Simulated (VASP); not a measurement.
Band structure of Zr2Al (space group I4/mcm). Computed with PBEsol GGA, VASP's PBE PAW potentials (set 64) (plane waves; VASP).

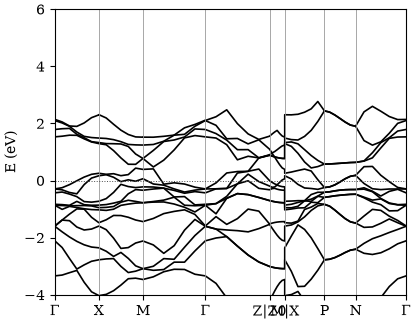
Figure: Bands along high-symmetry lines, zero at the valence-band maximum or, without a gap, the Fermi level

Question: Read the plot: is there a gap, and where are the band edges?

Answer: It has no gap at this level: it comes out as a metal or semimetal.

The structure comes from a computed database's Zr2Al entry (I4/mcm); how it stands against other phases isn't given here. The cell was not relaxed at this level.
